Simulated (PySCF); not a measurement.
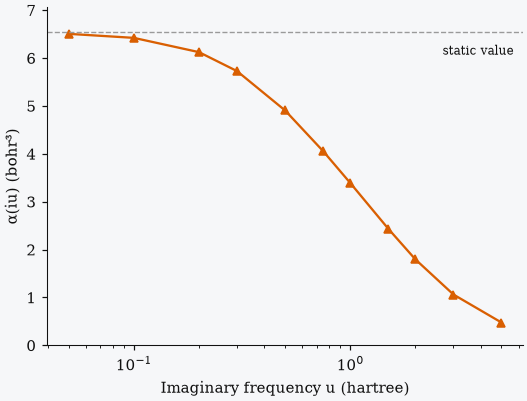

Dipole polarisability at imaginary frequency of Pd²⁺ ([Kr] 4d⁸). Coupled response at the PBE level; PySCF, aug-cc-pVDZ-PP with a 28-electron core potential, unrestricted single determinants, no spin-orbit coupling.

Q: Describe the response.

A: The static dipole polarisability is 6.53 bohr³; α(iu) falls to half of it near u = 1.1 hartree. The Casimir–Polder integral gives C₆ = 34.0 hartree bohr⁶ for two such species.
